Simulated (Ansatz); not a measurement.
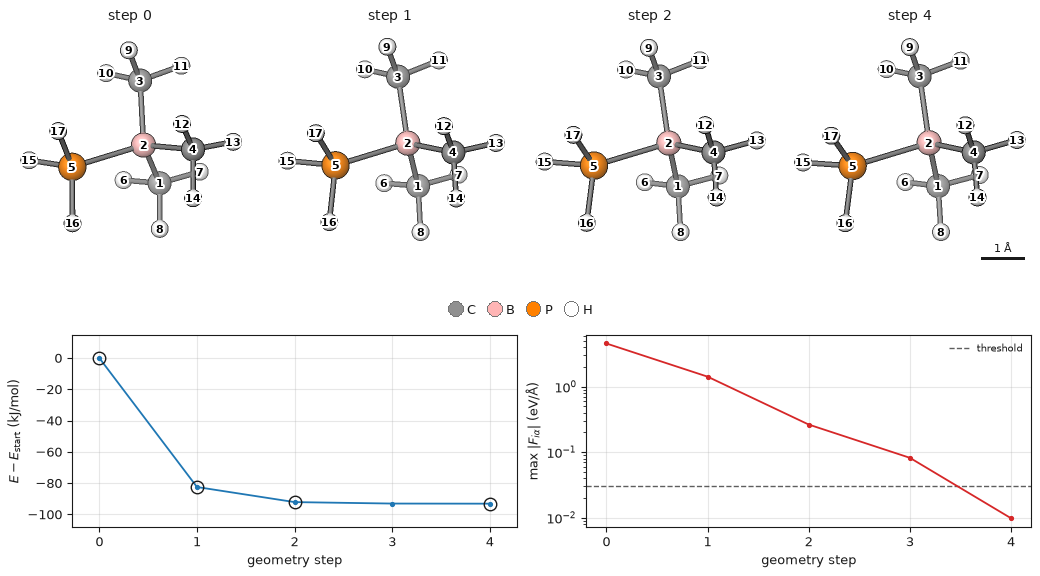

Frames of a relaxation of C$_{3}$H$_{12}$BP (coarse preliminary run), marked on the history of the run. The picture is a ball-and-stick view, seen at a tilt.

The start comes from a force field.

Theory: RKS PBE-D4/def2-SVP (Ansatz). (force threshold 0.03 eV/Å; at most 200 steps)

Describe the path.

Answer. The energy falls by 93.1 kJ/mol in 4 geometry steps. Largest force component: 4.6 eV/Å at the start, 0.0098 eV/Å at the end. The atom that moves furthest after the best rigid fit is H17 (0.20 Å). Largest moves by element: H 0.20 Å, B 0.15 Å, C 0.11 Å, P 0.02 Å. Some distances before and after: B2–P5 1.885 → 2.024 Å, C4–H14 1.199 → 1.112 Å, C4–H13 1.040 → 1.113 Å, C1–H6 1.175 → 1.112 Å. Among the angles between lasting bonds that change: H16–P5–H17 109.6° → 98.8°, H12–C4–H13 115.8° → 106.1°, H15–P5–H16 108.1° → 98.8°. Cost: 12 s on 4 threads of Arm Neoverse V1 (shared host). From step 0 to 1: H11 moves most (0.14 Å), energy −82.4 kJ/mol. From step 1 to 2: H atoms move most (0.07 Å), energy −9.64 kJ/mol. From step 2 to 4: H17 moves most (0.06 Å), energy −1.00 kJ/mol.

```json
{"step": "0", "E − E(0), kJ/mol": "0.00", "largest force component, eV/Å": "4.5678"}
{"step": "1", "E − E(0), kJ/mol": "-82.45", "largest force component, eV/Å": "1.4241"}
{"step": "2", "E − E(0), kJ/mol": "-92.09", "largest force component, eV/Å": "0.2644"}
{"step": "3", "E − E(0), kJ/mol": "-93.02", "largest force component, eV/Å": "0.0822"}
{"step": "4", "E − E(0), kJ/mol": "-93.09", "largest force component, eV/Å": "0.0098"}
```
